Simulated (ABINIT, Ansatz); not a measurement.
# AlH3 (R-3c): G0W0 with ABINIT, start to end, part 3 of 3

Wanted: ground state, empty states, screening and self-energy for AlH3 (R-3c).

ABINIT 10.8.3; LDA and many-body steps on it, plane waves. Known limits of the many-body steps: not at the basis limit.

So far. Step 4 (Empty states on the mesh, 4×4×4 mesh, 167 bands): On this mesh the gap is 1.946 eV. Step 5 (Screening, 4×4×4 mesh, 159 bands, screening to 176.9 eV): Local fields lower ε∞ by 10 %.

## (6) Self-energy, 4×4×4 mesh, 159 bands, screening to 176.9 eV

The self-energy is evaluated for the states that the input lists, and the levels follow from it, in one-shot runs by the linearised quasiparticle equation.

This step: G0W0 on LDA, plane waves, norm-conserving pseudopotentials.

Contents of run.abi:

```
acell 3*1.0 Angstrom
rprim 
  2.224650000012 1.284402276382 3.934566666693
  -2.224650000012 1.284402276382 3.934566666693
  -0.000000000000 -2.568804552697 3.934566666715
ntypat 2
znucl 13 1
natom 8
typat 1 1 2 2 2 2 2 2
xred 
  0.000000000000 0.000000000000 -0.000000000000
  0.500000000000 0.500000000000 0.500000000000
  0.878000000000 0.622000000000 0.250000000000
  0.250000000000 0.878000000000 0.622000000000
  0.622000000000 0.250000000000 0.878000000000
  0.122000000000 0.378000000000 0.750000000000
  0.750000000000 0.122000000000 0.378000000000
  0.378000000000 0.750000000000 0.122000000000
pp_dirpath "pseudos"
pseudos "Al.upf, H.upf"
ecut 31
ngkpt 4 4 4
nshiftk 1
shiftk 0 0 0
kptopt 1
chksymbreak 0
istwfk *1
occopt 1
irdwfk 1
optdriver 4
nband 159
gwcalctyp 0
ecutsigx 31
symsigma 1
nkptgw 2
kptgw 
  0.2500000000 0.2500000000 0.0000000000
  0.0000000000 0.0000000000 0.0000000000
bdgw 
  5 8
  5 8
ecuteps 6.5
irdscr 1
ppmodel 1
indata_prefix "in"
outdata_prefix "out"
tmpdata_prefix "tmp"
```

The run is started by

```bash
$ OMP_NUM_THREADS=1 mpirun -n 4 abinit run.abi > log
```

Numbers of over 12 decimals in the logs are rounded to 6 here.

Output:

```text
.Version 10.8.3 of ABINIT. v10.8.2 released Aug 2026.

 Symmetries : space group R-3 c (#167); Bravais hR (rhombohedral)
[... echo of the input left out ...]
== DATASET  1 ==================================================================
-   mpi_nproc: 4, omp_nthreads: 1 (-1 if OMP is not activated)

--- !DatasetInfo
iteration_state: {dtset: 1, }
dimensions: {natom: 8, nkpt: 13, mband: 159, nsppol: 1, nspinor: 1, nspden: 1, mpw: 3775, }
cutoff_energies: {ecut:  31.0, pawecutdg:  -1.0, }
electrons: {nelect:   1.20000000E+01, charge:   0.00000000E+00, occopt:   1.00000000E+00, tsmear:   1.00000000E-02, }

 SIGMA: Calculation of the GW corrections

 Based on a program developped by R.W. Godby, V. Olevano, G. Onida, and L. Reining.
 Incorporated in ABINIT by V. Olevano, G.-M. Rignanese, and M. Torrent.
.Using double precision arithmetic ; gwpc =  8

[... cell and pseudopotentials left out ...]
--------------------------------------------------------------------------------

 ==== K-mesh for the wavefunctions ====
 Number of points in the irreducible wedge :    13
[... list of points left out ...]
 Together with 12 symmetry operations and time-reversal symmetry
 yields    64 points in the full Brillouin Zone.

 ==== Q-mesh for screening function ====
 Number of points in the irreducible wedge :    13
[... list of points left out ...]
 Together with 12 symmetry operations and time-reversal symmetry
 yields    64 points in the full Brillouin Zone.

 vcoul_init : cutoff-mode = AUXILIARY_FUNCTION
 q-points for optical limit:   1
     1)      0.000010    0.000020    0.000030
 setmesh: FFT mesh size selected  =    48x   48x   48
          total number of points  =       110592

 Number of electrons calculated from density =   12.0000; Expected =   12.0000
 average of density, n =  0.026362
 r_s =    2.0844
 omega_plasma =   15.6618 [eV]

 === KS Band Gaps ===
  >>>> For spin  1
   Minimum direct gap =   1.9949 [eV], located at k-point      :   0.0000  0.0000  0.0000
   Fundamental gap    =   1.9463 [eV], Top of valence bands at :   0.2500  0.2500  0.0000
                                       Bottom of conduction at :   0.0000  0.0000  0.0000
 SIGMA fundamental parameters:
 PLASMON POLE MODEL  1
 number of plane-waves for SigmaX                 3775
 number of plane-waves for SigmaC and W            339
 number of plane-waves for wavefunctions          3775
 number of bands                                   159
 number of independent spin polarizations            1
 number of spinorial components                      1
 number of k-points in IBZ                          13
 number of q-points in IBZ                          13
 number of symmetry operations                      12
 number of k-points in BZ                           64
 number of q-points in BZ                           64
 number of frequencies for dSigma/dE                 9
 frequency step for dSigma/dE [eV]                0.25
 number of omega for Sigma on real axis              0
 max omega for Sigma on real axis  [eV]           0.00
 zcut for avoiding poles [eV]                     0.10

 EPSILON^-1 parameters (SCR file):
 dimension of the eps^-1 matrix on file            339
 dimension of the eps^-1 matrix used               339
 number of plane-waves for wavefunctions          3775
 number of bands                                   159
 number of q-points in IBZ                          13
 number of frequencies                               2
 number of real frequencies                          1
 number of imag frequencies                          1

 matrix elements of self-energy operator (all in [eV])

 Perturbative Calculation

--- !SelfEnergy_ee
iteration_state: {dtset: 1, }
kpoint     : [   0.250,    0.250,    0.000, ]
spin       : 1
KS_gap     :    4.134
QP_gap     :    5.887
Delta_QP_KS:    1.753
data: !SigmaeeData |
     Band     E0 <VxcDFT>   SigX SigC(E0)      Z dSigC/dE  Sig(E)    E-E0       E
        5  -1.121 -10.955 -14.879   2.283   0.765  -0.308 -12.210  -1.254  -2.375
        6   0.827 -11.517 -14.806   1.757   0.778  -0.285 -12.709  -1.192  -0.364
        7   4.962 -10.117  -5.795  -3.613   0.792  -0.262  -9.556   0.561   5.523
        8   6.316  -8.484  -3.854  -3.831   0.810  -0.235  -7.837   0.647   6.963

--- !SelfEnergy_ee
iteration_state: {dtset: 1, }
kpoint     : [   0.000,    0.000,    0.000, ]
spin       : 1
KS_gap     :    1.995
QP_gap     :    3.862
Delta_QP_KS:    1.867
data: !SigmaeeData |
     Band     E0 <VxcDFT>   SigX SigC(E0)      Z dSigC/dE  Sig(E)    E-E0       E
        5   0.779 -11.714 -15.141   1.840   0.777  -0.288 -12.947  -1.233  -0.454
        6   0.779 -11.714 -15.141   1.840   0.777  -0.288 -12.947  -1.233  -0.454
        7   2.774  -9.614  -5.518  -3.303   0.800  -0.250  -8.980   0.634   3.408
        8   6.452  -8.209  -3.402  -3.917   0.812  -0.232  -7.487   0.722   7.174

== END DATASET(S) ==============================================================
================================================================================

 -outvars: echo values of variables after computation  --------
           etotal      0.0000000000E+00
            nband         159
             nkpt          13
          spgroup         167
 [... the other variables as echoed above ...]

 Calculation completed.
```

The job ended after 62 s (4 MPI ranks of Intel Xeon Platinum 8259CL at 2.50GHz (Skylake/Cascade Lake), shared host; peak memory 2.3 GiB).

This step gave:

```yaml
g0w0_gap_on_the_points_computed: 3.772 eV
starting_gap_on_the_mesh: 1.946 eV
k_of_the_valence_top: 0.25, 0.25, 0
k_of_the_conduction_bottom: 0, 0, 0
z_at_the_valence_top: 0.778
z_at_the_conduction_bottom: 0.8
least_direct_g0w0_gap_on_the_computed_points: 3.862 eV
```

The gap on the mesh goes from 1.95 eV to 3.77 eV, a correction of +1.83 eV.

Limits: finite bands, cutoff and mesh. v1 is the top filled band, c1 the lowest empty one. The levels before and after the correction (eV, zero at the valence-band top of each column):

```tsv
	conduction bottom	valence top
Kohn-Sham	1.95	0.00
G0W0	3.77	0.00
```

```tsv
	level	energy (eV)
Kohn-Sham	(0.25 0.25 0) v2	-1.948
Kohn-Sham	(0.25 0.25 0) v1	0.000
Kohn-Sham	(0.25 0.25 0) c1	4.134
Kohn-Sham	(0.25 0.25 0) c2	5.489
Kohn-Sham	Γ v2-v1	-0.049
Kohn-Sham	Γ c1	1.946
Kohn-Sham	Γ c2	5.625
G0W0	(0.25 0.25 0) v2	-2.011
G0W0	(0.25 0.25 0) v1	0.000
G0W0	(0.25 0.25 0) c1	5.887
G0W0	(0.25 0.25 0) c2	7.327
G0W0	Γ v2-v1	-0.090
G0W0	Γ c1	3.772
G0W0	Γ c2	7.538
```

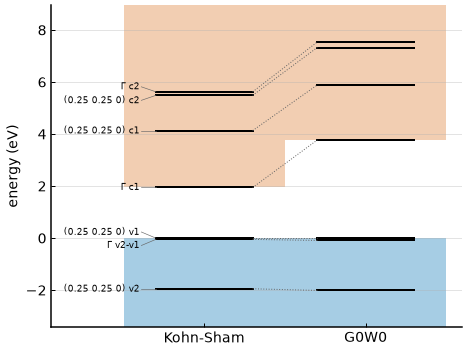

Levels before and after the correction. Shaded: valence and conduction bands.

## (7) Where the time went

Times are wall times on 4 MPI ranks of Intel Xeon Platinum 8259CL at 2.50GHz (Skylake/Cascade Lake), shared host, good to a factor of about two.

```tsv
step	time	share	memory (GiB)
ground state	32 s	7 %	0.39
bands along the symmetry lines	12 s	3 %	0.32
empty states on the mesh	3.3 min	43 %	3.3
screening	2.6 min	34 %	2.2
self-energy	62 s	14 %	2.3
```

## (8) Outcome

```json
{
 "LDA gap": "1.94 eV, indirect",
 "G0W0 gap on the mesh": "3.77 eV",
 "GW settings": "4×4×4 mesh, 159 bands, screening to 176.9 eV, Godby-Needs plasmon pole",
 "known limits": "not at the basis limit"
}
```

In words: G0W0 moves the gap on the mesh from 1.95 eV to 3.77 eV (+1.83 eV), with Z of 0.78 and 0.80 at the edges. Local fields lower the RPA ε∞ on this mesh from 5.15 to 4.62. Only 2 of the mesh's irreducible points were corrected, so a valley elsewhere could overtake. Bands and cutoff are finite, so the gap is not at the basis limit. The miss can reach some tenths of an eV and take either sign; the mesh is an error of its own. In the G0W0 run levels were corrected at 2 k points alone, so a gap called «on the mesh» is the least over those, and an edge elsewhere would be missed.

[Paths, hosts, dates, memory and timing lines, banners, echoed tables and standing remarks are left out of the program output.]

[Logs are printed without paths, hosts, clocks, repeated set-up lines and the standing remarks that a program may print on its own settings, such as how far it seeks lower states.]

[Runs of the session that timed out or met a known fault of the program may be left out.]

[Hosts, paths, dates, database ids (printed as entryN), source tags and the programs' standing remarks are cut or masked in the printed files.]

[G0W0 gaps are taken among the corrected bands and points alone; a level outside them can change the order at an edge.]

[Where Ansatz stands beside ABINIT at settings called matched, ABINIT's density can come from a denser mesh and the files from another edition; pairs whose starting gaps differed by over 0.03 eV were left out, so agreement reads better than it is.]
